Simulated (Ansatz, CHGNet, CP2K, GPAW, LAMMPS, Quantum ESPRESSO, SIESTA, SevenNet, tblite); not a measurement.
# Glassy 40SiO2-28Al2O3-16Li2O-16SrO (mol %) (85 atoms) in other programs, against a plane-wave reference

How near do other programs and methods come to a plane-wave reference for glassy 40SiO2-28Al2O3-16Li2O-16SrO (mol %) (85 atoms)? A plane-wave run serves as the reference.

Method: Kohn-Sham DFT, PBE, PAW, plane waves, in Ansatz 0.2.0.

## (1) The structure

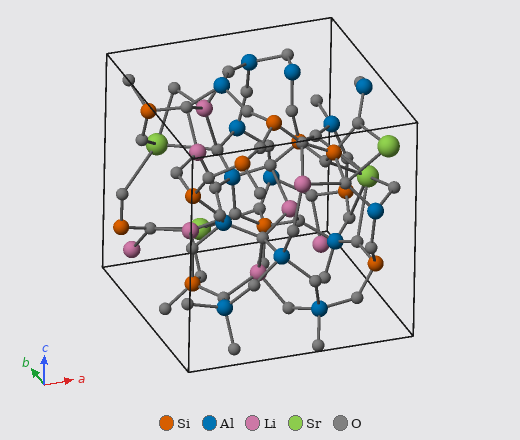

The starting structure, seen slightly off an axis (silicon orange, aluminium blue, lithium pink, strontium green, oxygen grey). Some periodic images of atoms are drawn too.

The cell holds 85 atoms: 10 Si, 14 Al, 8 Li, 4 Sr and 49 O. Cell: a = 10.152 Å, b = 10.152 Å, c = 10.152 Å, α = 90.0°, β = 90.0°, γ = 90.0°. 85 atoms (10 Si, 14 Al, 8 Li, 4 Sr, 49 O) placed at random at 2.93 g/cm³, melted at 4000 K for 10 ps at fixed volume with the Morse and Coulomb pair potential with partial charges (Pedone, Malavasi, Menziani, Cormack and Segre, J. Phys. Chem. B 110, 11780 (2006)). Quenched from 4000 K to 300 K at 6 K/ps and fixed volume, held 5 ps, then minimised at fixed cell.

## (2) Reference: Ansatz, plane waves

The PAW files are the set soft_2.

The input, input.yaml:

```yaml
crystal:
  lattice:
    - [10.1517, 0.0, 0.0]
    - [0.0, 10.1517, 0.0]
    - [0.0, 0.0, 10.1517]
  atoms:
    - { symbol: Si, position: [0.75706, 0.32435, 0.74161] }
    - { symbol: Si, position: [0.11876, 0.28916, 0.66301] }
    - { symbol: Si, position: [0.19136, 0.4603, 0.15665] }
    - { symbol: Si, position: [0.27031, 0.12093, 0.87191] }
    [... 75 atom lines left out ...]
    - { symbol: O, position: [0.46092, 0.78565, 0.94348] }
    - { symbol: O, position: [0.95846, 0.64908, 0.24212] }
    - { symbol: O, position: [0.58559, 0.60582, 0.57239] }
    - { symbol: O, position: [0.58975, 0.03352, 0.00993] }
    - { symbol: O, position: [0.2381, 0.28644, 0.55357] }
    - { symbol: O, position: [0.30367, 0.99861, 0.78829] }
kpoints:
  mp_grid: { grid: [1, 1, 1] }
hamiltonian:
  xc: pbe
scf:
  occupations: { method: fermi_dirac, width: 0.05 }
output:
  forces: true
  eigenvalues: true
  populations: true
  stress: true
```

Run with:

```console
> ansatz run input.yaml --threads 8 --pin off --max-ram 15872MiB --backend cpu --events-out ev --progress --plain --runs-dir out
```

Numbers of over 12 decimals in the logs are rounded to 6 here.

The log of the run:

```text
[...]
Pseudopotentials: kind: paw
Pseudopotential: Si, paw, valence charge 4, recommended cutoff 420 eV (normal), Si.paw.azcp
Pseudopotential: Al, paw, valence charge 3, recommended cutoff 420 eV (normal), Al.paw.azcp
Pseudopotential: Li, paw, valence charge 3, recommended cutoff 420 eV (normal), Li.paw.azcp
Pseudopotential: Sr, paw, valence charge 10, recommended cutoff 420 eV (normal), Sr.paw.azcp
Pseudopotential: O, paw, valence charge 6, recommended cutoff 420 eV (normal), O.paw.azcp
[... 5 lines on functional and potentials left out ...]
Crystal: 85 atoms, lattice volume = 1046.204 Å³
Basis set: ecut = 420 eV, 20341 PW (Γ), exchange–correlation on 144×144×144 points (8 copies of the dense FFT grid, shifted against one another)
Bands: 305, of which v1, the nominal top of the filled ones, is band 220 counted from 1 (219 counted from 0)
Symmetry: 1 space group operations
Space group: P1 (ITA 1), of the structure as read, at distance tolerance 1.0e-4 Å
k-points: 1
[... 11 lines on functional and potentials left out ...]
Initial density: superposition of atomic densities (neutral atoms: chi_scale 0, normalization atom), corrected by the library's trained network
Initial wavefunctions: pseudopotential atomic-orbital guess
[...]
SCF iter   1: F=—  HF=-57612.237894 eV  |F-HF|=—  |Δ(HF+E_count)|=         —  Δρ=1.85e-3  dr2=4.85e-2  ethr=1.77e-3  ⟨swp⟩=7.0  Hψ=1548  notcnv=0  defer=56
preconditioner: auto → Resta (q_TF=auto, 2.362 Å⁻¹)  ε∞=3.3  [insulator: Δε(μ)=3.726 eV  Ē_g=15.408 eV  σ=0.050 eV  W_gap=1.00  n_scr=250 (ndim 8)  ℏωp=23.4 eV  f_vac=0.062  D(μ)=0.00/eV (n_scr^D=0)  ε∞_Penn≈3.3]
[...]
SCF iter   8: F=—  HF=-57612.251424 eV  |F-HF|=—  |Δ(HF+E_count)|=   1.22e-6  Δρ=6.38e-6  dr2=3.45e-7  ethr=2.12e-10  ⟨swp⟩=2.0  Hψ=433  notcnv=0  defer=79
SCF iter   9: F=-57612.251424 eV  HF=-57612.251424 eV  |F-HF|=1.90e-8  |Δ(HF+E_count)|=   4.28e-9  Δρ=1.41e-6  dr2=2.11e-8  ethr=2.27e-11  ⟨swp⟩=12.0  Hψ=1824  notcnv=0
SCF 1 converged in 9 iterations: F = -57612.251424 eV  dr2 = 2.11e-8
[...]
SCF converged after 9 iterations
Free energy (F): -57612.251424 eV
Harris-Foulkes:  -57612.251424 eV  (|F-HF|=1.90e-8)
Internal energy: -57612.251424 eV  (E = F + TS)
E sigma→0 (E₀):  -57612.251424 eV
Fermi energy:    6.362224 eV
--- Per-component energies (eV) ---
[...]
Σ components = -57612.251424   (vs F -57612.251424, Δ=0.00e0)
--- Forces (eV/Å), atoms counted from 1 ---
  atom   1  Si     0.12646771     1.12112759     0.89415406
  atom   2  Si     0.77037432    -0.20627997    -0.75434318
  atom   3  Si     0.08376405    -0.67571062     0.35540495
  atom   4  Si    -0.20756991     1.35096708    -0.18455138
[...]
atom  85  O      0.58066255    -2.30994041    -1.68429163
  max |Σ_I F_I| component: 1.75e-4 eV/Å
--- Stress (GPa, compression-positive) ---
        3.586629      -0.663105       0.000654
       -0.663097       4.825910       0.935281
        0.000653       0.935284       4.458911
  P = ⅓ Tr σ = 4.2905 GPa (42.905 kbar)
--- Band table (eV) ---
  k-point 0: bands = ["-39.9502", "-39.7472", "-39.5205", "-39.4522", [... 289 levels ...], "14.5756", "14.6298", "14.6980", "14.7659", "14.7961", "14.8149", "14.8664", "14.8882", "14.9577", "15.0112", "15.0694", "15.1736"]
--- Löwdin populations: 85 sites ---
  site symbol       q [e]
     0     Si      2.2964
     1     Si      2.3781
     2     Si      2.3085
[...]
84      O      6.9796
  spilling = 0.011086 (of n_electrons = 440.000000)
```

The job ended after 5.9 s (8 threads of Arm Neoverse V2, shared host; peak memory 1.3 GiB; 41 s of CPU time).

Read from the output:

* free energy: -57612.2514 eV
* free energy per atom: -677.7912 eV/atom
* SCF cycles: 9
* pressure: 4.29 GPa
* r.m.s. force component: 0.7358 eV/Å
* longest force: 2.917 eV/Å
* Fermi energy: 6.362 eV
* gap (highest filled to lowest empty level): 3.667 eV
* spilling of the projection: 0.01109

Length of the force by element:

| element | coordination | atoms | mean length of the force (eV/Å) | spread | least | most |
| --- | --- | --- | --- | --- | --- | --- |
| Al | all | 14 | 0.722 | 0.316 | 0.206 | 1.38 |
| Li | all | 8 | 0.536 | 0.197 | 0.232 | 0.740 |
| O | all | 49 | 1.40 | 0.547 | 0.446 | 2.92 |
| Si | all | 10 | 1.10 | 0.351 | 0.467 | 1.69 |
| Sr | all | 4 | 0.716 | 0.15 | 0.568 | 0.963 |

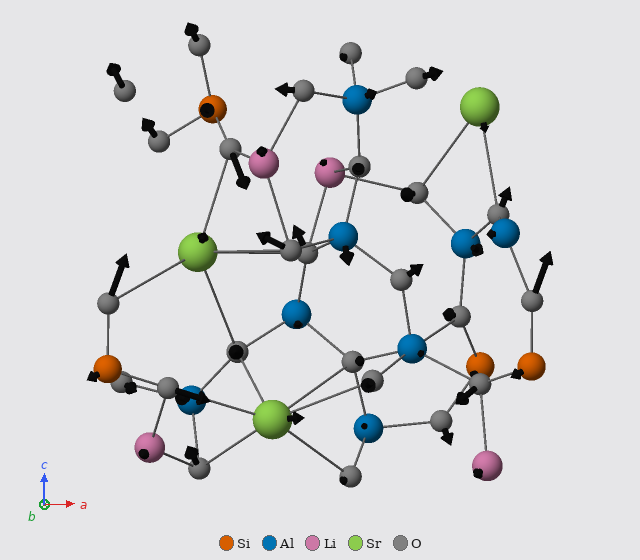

Forces as arrows; the longest in the cell is 2.92 eV/Å. Drawn is a slice 4 Å thick, seen along the normal of the ac plane. Bonds to atoms that aren't drawn are left out.

Löwdin charges by element (they lack the spilled electrons, 0.057 e an atom on average):

| element | coordination | atoms | mean charge (e) | spread | least | most |
| --- | --- | --- | --- | --- | --- | --- |
| Al | all | 14 | 1.27 | 0.0401 | 1.19 | 1.36 |
| Li | all | 8 | 0.808 | 0.0221 | 0.774 | 0.847 |
| O | all | 49 | -0.893 | 0.0552 | -1.04 | -0.805 |
| Si | all | 10 | 1.69 | 0.0405 | 1.61 | 1.73 |
| Sr | all | 4 | 1.87 | 0.0122 | 1.85 | 1.88 |

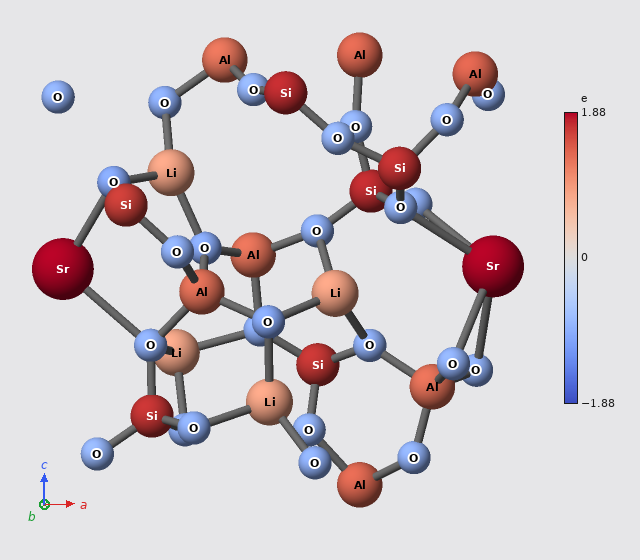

Atoms coloured by Löwdin charge. Drawn is a slice 5 Å thick, seen along the normal of the ac plane. Bonds to atoms that aren't drawn are left out.

The levels nearest the highest filled one (over half full), pooled over k-points and spins:

| level less the highest filled one (eV) | occupation |
| --- | --- |
| -0.384 | 2 |
| -0.364 | 2 |
| -0.333 | 2 |
| -0.284 | 2 |
| -0.0755 | 2 |
| 0 | 2 |
| 3.67 | 0 |
| 4.81 | 0 |
| 5.19 | 0 |
| 5.27 | 0 |
| 5.38 | 0 |
| 5.42 | 0 |

## (3) Structure statistics

Density 2.93 g/cm³, 12.31 Å³ an atom.

Pair distribution functions g(r), in bins of 0.2 Å:

| r (Å) | total | O-O | O-Al | O-Si | O-Li | O-Sr | Al-Al |
| --- | --- | --- | --- | --- | --- | --- | --- |
| 1.50 | 0.66 | 0.00 | 0.00 | 4.84 | 0.00 | 0.00 | 0.00 |
| 1.70 | 2.79 | 0.00 | 8.77 | 8.30 | 0.00 | 0.00 | 0.00 |
| 1.90 | 0.71 | 0.00 | 2.00 | 0.00 | 3.07 | 0.00 | 0.00 |
| 2.10 | 0.40 | 0.00 | 0.28 | 0.00 | 3.23 | 0.00 | 0.00 |
| 2.30 | 0.07 | 0.00 | 0.00 | 0.00 | 0.63 | 0.00 | 0.00 |
| 2.50 | 0.48 | 0.96 | 0.10 | 0.00 | 0.51 | 1.28 | 0.00 |
| 2.70 | 1.68 | 3.83 | 0.25 | 0.00 | 0.87 | 2.58 | 0.00 |
| 2.90 | 1.11 | 1.87 | 0.14 | 0.00 | 0.87 | 2.54 | 1.01 |
| 3.10 | 1.14 | 1.23 | 0.25 | 0.36 | 0.65 | 1.55 | 4.37 |
| 3.30 | 1.08 | 0.86 | 0.61 | 0.85 | 0.59 | 0.76 | 1.60 |
| 3.50 | 0.83 | 0.54 | 1.19 | 0.76 | 0.44 | 1.40 | 1.41 |
| 3.70 | 0.91 | 0.61 | 1.16 | 1.62 | 1.15 | 0.31 | 0.31 |
| 3.90 | 1.10 | 0.66 | 1.67 | 1.51 | 1.61 | 0.41 | 0.55 |
| 4.10 | 1.05 | 0.83 | 1.34 | 1.57 | 1.39 | 0.77 | 0.00 |
| 4.30 | 1.08 | 0.51 | 1.61 | 1.67 | 1.27 | 1.14 | 0.90 |
| 4.50 | 1.19 | 1.01 | 1.71 | 1.22 | 1.57 | 1.69 | 0.00 |
| 4.70 | 0.89 | 0.92 | 0.74 | 1.04 | 0.78 | 0.87 | 1.33 |
| 4.90 | 0.95 | 1.28 | 0.68 | 0.75 | 0.92 | 1.06 | 0.53 |

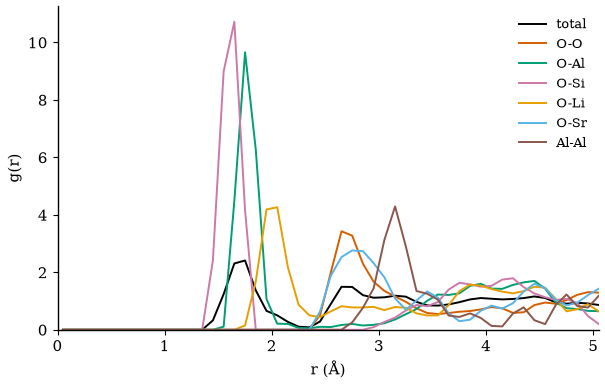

Pair distribution functions, lightly smoothed.

Bonds by pair of elements; cutoffs follow the first minimum of g(r), held within bounds set by covalent radii, and pairs that aren't listed don't count as bonded:

| pair A-B | cutoff (Å) | bonds | mean length (Å) | spread (Å) | shortest (Å) | B about A | A about B |
| --- | --- | --- | --- | --- | --- | --- | --- |
| O-Al | 2.33 | 57 | 1.77 | 0.077 | 1.70 | 1.16 | 4.07 |
| O-Si | 2.08 | 40 | 1.61 | 0.03 | 1.54 | 0.816 | 4 |
| O-Li | 2.43 | 28 | 2.06 | 0.126 | 1.90 | 0.571 | 3.5 |
| O-Sr | 3.27 | 31 | 2.86 | 0.192 | 2.55 | 0.633 | 7.75 |

The cutoff for O-Sr falls short of the minimum of g(r), so counts run low and odd coordinations can be artefacts.

How many atoms have how many bonded neighbours:

| element | mean | 2 | 3 | 4 | 5 | 7 | 8 |
| --- | --- | --- | --- | --- | --- | --- | --- |
| Al | 4.07 | 0 | 0 | 13 | 1 | 0 | 0 |
| Li | 3.5 | 0 | 5 | 2 | 1 | 0 | 0 |
| O | 3.18 | 7 | 26 | 16 | 0 | 0 | 0 |
| Si | 4 | 0 | 0 | 10 | 0 | 0 | 0 |
| Sr | 7.75 | 0 | 0 | 0 | 0 | 1 | 3 |

Oxygen atoms by the number of network formers (Si, P, Ge, B, Al, As, Ga) bound to them:

| network formers bound to O | O atoms | per cent |
| --- | --- | --- |
| 0 | 0 | 0 |
| 1 | 4 | 8.2 |
| 2 | 42 | 85.7 |
| 3 | 3 | 6.1 |

Network units: each former by its oxygen neighbours and how many of them bridge to another former:

| former | O neighbours | bridging O | atoms |
| --- | --- | --- | --- |
| Si | 4 | 3 | 4 |
| Si | 4 | 4 | 6 |
| Al | 4 | 4 | 13 |
| Al | 5 | 5 | 1 |

Rings of the network by King's shortest-path rule, up to 12 atoms, one path for each pair of neighbours; H, halogens, alkali and alkaline-earth atoms are left out, and the last column divides by all other atoms, bonded or not:

| ring size (atoms) | rings | per network atom |
| --- | --- | --- |
| 6 | 3 | 0.041 |
| 8 | 6 | 0.082 |
| 10 | 10 | 0.137 |
| 12 | 13 | 0.178 |

## (4) The other programs

The programs:
- CHGNet: machine-learned potential, published weights.
- CP2K 2026.2: Gaussian basis with GTH pseudopotentials and a plane-wave density; labels give functional, basis (MOLOPT sets; SR short-range, UZH the newer set with its own potentials), grid cutoff/relative cutoff and solver (OT: orbital transformation; TRS4, TC2, SIGN: linear-scaling purification with its sparsity filter), or its built-in tight binding.
- GPAW 26.7.0: PAW with atomic orbitals (LCAO), plane waves or a real-space grid of spacing h.
- Quantum ESPRESSO 7.5: plane waves; labels (QE) give functional, pseudopotential set and cutoffs of waves/density.
- SIESTA 5.4.2: numerical atomic orbitals, whose automatically made sets are far from complete, with PseudoDojo norm-conserving potentials that we converted to its format (checked against plane waves on the same files for H, C, O, Si, Ge and Ca alone); labels give functional, basis size, energy shift and mesh cutoff.
- SevenNet: machine-learned potential, published weights.
- tblite 0.8.0: extended tight binding, driven from Python.

All use the same cell and atoms; the electronic-structure runs use the same k-mesh, and an electronic temperature of 580 K (0.05 eV) where levels are smeared.

(Part 1 of 2 ends here.)

[Also dropped from logs without a mark: logging warnings of Python, and SIESTA's first energy breakdown and zero terms.]

[Logs are printed without paths, hosts, clocks, repeated set-up lines and the standing remarks that a program may print on its own settings, such as how far it seeks lower states.]

[Hosts, paths, dates, database ids (printed as entryN), source tags and the programs' standing remarks are cut or masked in the printed files.]
